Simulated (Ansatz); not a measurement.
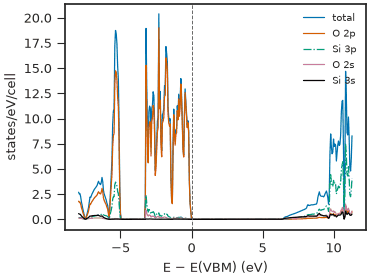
Fig. 1. Total and projected density of states of SiO₂ in space group P4_12_12 (No. 92; Si on 4a, O on 8b), r²SCAN in the plane-wave PAW code Ansatz

**Question.** Which orbitals carry the states next to the gap?

**Answer.** Top 1 eV of the valence band: O 2p 97 %. Bottom 1 eV of the conduction band: Si 3s 38 %, O 2s 18 %, Si 3p 16 %, outside the projected shells 24 %. Projections are on Löwdin-orthogonalised atomic valence shells; empty p or d shells of many metals are not among them.

**Question.** Where is the tallest occupied peak in this window, and what makes it?

**Answer.** Near -2.3 eV, about 20 states/eV per cell; the largest projected share is O 2p.

Symmetry was held in the r²SCAN relaxation; phonons on a q-mesh show no instability.

Potentials: the earlier of the program's two PAW sets.
